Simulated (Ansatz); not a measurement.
# NH2 (SMILES [NH2]): U-r2SCAN0/3-21G

What is the electronic atomisation energy of NH2 at U-r2SCAN0/3-21G? 

Program for the calculation: Ansatz 0.2.0.

48 further runs of the same task are left out: 48 set aside as unsound or not needed.

## Step 1: Starting point

NH2 has 3 atoms, charge 0, and is taken as a doublet. SMILES: `[NH2]`. The shape is that of a GFN2-xTB optimisation.

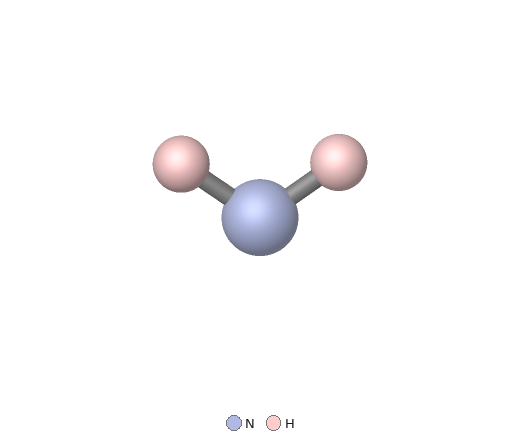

Viewed from a chosen angle; nitrogen light blue, hydrogen pink.

## Step 2: A single-point energy at U-r2SCAN0/3-21G

Input file job.yaml:

```yaml
crystal:
  periodic: [false, false, false]
  atoms:
    - {symbol: "N", position_ang: [0.307180, -0.182210, 0.151440]}
    - {symbol: H, position_ang: [0.155580, 0.820260, 0.174790]}
    - {symbol: H, position_ang: [-0.462760, -0.638040, -0.326220]}
basis:
  gaussian:
    orbitals: 3-21G.json
magnetization:
  spin_polarized: true
  initial_magnetization: 1
hamiltonian:
  xc: {name: r2SCAN0}
accuracy: high
```

The basis set 3-21G is read from a file made from the Basis Set Exchange's data (not shown).

Run with:

```
ansatz run job.yaml --threads 1 --pin off --max-ram 2610MiB --events-out events.jsonl --progress --plain --runs-dir runs
```

Standard output:

```text
Warning: RAYON_NUM_THREADS=1 ignored (pool sized by the plan → 1); use --threads N
Functional definition: r2SCAN0
  name "r2SCAN0"
  parameter a = 0.25
  parameter k0 = 0.174
  parameter k1 = 0.065
  parameter a1 = 4.9479
  exchange = (1 - a)*r2scan_x(k0 = k0, k1 = k1, a1 = a1) + a*exact_x
  correlation = r2scan_c
248 factors; integrals over basis functions are off by at most 4.8e-9 eV
mean field evaluation 1: about -1509.6952 eV, gradient 1.6e1 eV
mean field evaluation 2: about -1510.0366 eV, gradient 1.3e1 eV
mean field evaluation 4: about -1510.7015 eV, gradient 3.3e-1 eV
mean field evaluation 8: about -1510.6969 eV, gradient 3.1e-3 eV
mean field evaluation 16: about -1510.6968 eV, gradient 1.5e-7 eV
mean field -1510.69684928 eV, -55.5170852241 hartree, gradient 1.4e-8 eV, S^2 0.753036; 0 other end points of the search recorded, 0 dependent functions left out
reference -1510.69684963 eV, -55.5170852367 hartree; 5, 4 occupied and 8, 9 virtual orbitals, 248 factors
Total energy: -1510.69684963 eV, -55.5170852367 hartree
```

Run time: 1.7 s. Hardware: 1 thread of Arm Neoverse V1, shared host; peak memory 0.13 GiB.

## Step 3: The H atom at the same level

Input file in.yaml:

```yaml
crystal:
  periodic: [false, false, false]
  atoms:
    - {symbol: H, position_ang: [0.000000, 0.000000, 0.000000]}
basis:
  gaussian: {orbitals: 3-21G.json}
hamiltonian: {xc: {name: r2SCAN0}}
magnetization: {spin_polarized: true, initial_magnetization: 1}
accuracy: high
```

The basis set 3-21G is read from a file made from the Basis Set Exchange's data (not shown).

Run the same way, it converges to -0.49577 Eh (log not shown).

## Step 4: The N atom, same level

Input file molecule.yaml:

```yaml
crystal:
  periodic: [false, false, false]
  atoms:
    - {symbol: N, position_ang: [0.000000, 0.000000, 0.000000]}
basis:
  gaussian:
    orbitals: 3-21G.json
magnetization:
  spin_polarized: true
  initial_magnetization: 3
hamiltonian:
  xc: {name: r2SCAN0}
accuracy: high
```

The basis set 3-21G is read from a file made from the Basis Set Exchange's data (not shown).

Run the same way, it converges to -54.27859 Eh (log not shown).

## Step 5: Summary of results

At U-r2SCAN0/3-21G:

| quantity | value |
| --- | --- |
| molecule: total energy | -55.51709 Eh |
| molecule: ⟨S²⟩ | 0.753 |
| H atom: total energy | -0.49577 Eh |
| H atom: ⟨S²⟩ | 0.750 |
| N atom: total energy | -54.27859 Eh |
| N atom: ⟨S²⟩ | 3.751 |
| electronic atomisation energy | 6.720 eV |

Taking the molecule apart into free atoms costs 6.72 eV (648 kJ/mol), before zero-point energy and without spin-orbit coupling. The basis has no polarisation functions, which makes bonds too weak.
